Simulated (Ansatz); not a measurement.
# Effect of H → Re on LiH

Consider LiH in the rock salt structure (space group Fm-3m, No. 225; a = 3.980 Å).

Now apply this change: Re takes the place of H on all its sites, then cell and atoms are relaxed.

All numbers come from PBEsol in Ansatz (plane waves to 420 eV, PAW, no spin-orbit coupling), earlier PAW set. Γ-centred 18×18×18 mesh, Fermi–Dirac width 0.05 eV, for the changed cell.

```
quantity                                  base          changed        shift
-----------------------------  ---------------  ---------------  -----------
volume per atom                        7.88 Å³         11.88 Å³     +4.00 Å³
space group                    Fm-3m (No. 225)  Fm-3m (No. 225)            –
shortest interatomic distance       3.761 bohr       4.312 bohr  +0.551 bohr
band gap                               2.73 eV             zero            –
```

Final structure:

```
CELL_PARAMETERS angstrom
      0.00000     2.28192     2.28192
      2.28192     0.00000     2.28192
      2.28192     2.28192     0.00000
ATOMIC_POSITIONS crystal
  Li 0.00000 0.00000 0.00000
  Re 0.50000 0.50000 0.50000
```

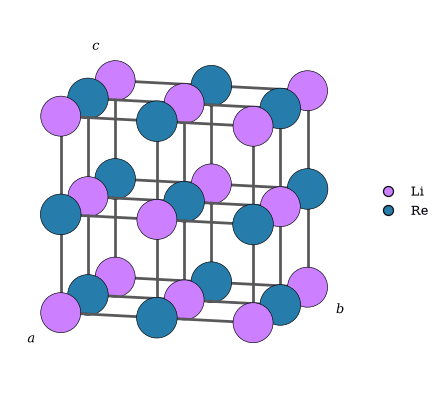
Figure. The relaxed conventional cell after the change

Whether these cells are dynamically stable was not tested. As relaxed here, LiRe is a hypothetical phase, not in the database extracts checked. All final runs are without spin polarisation.

Ansatz is a first-principles code.
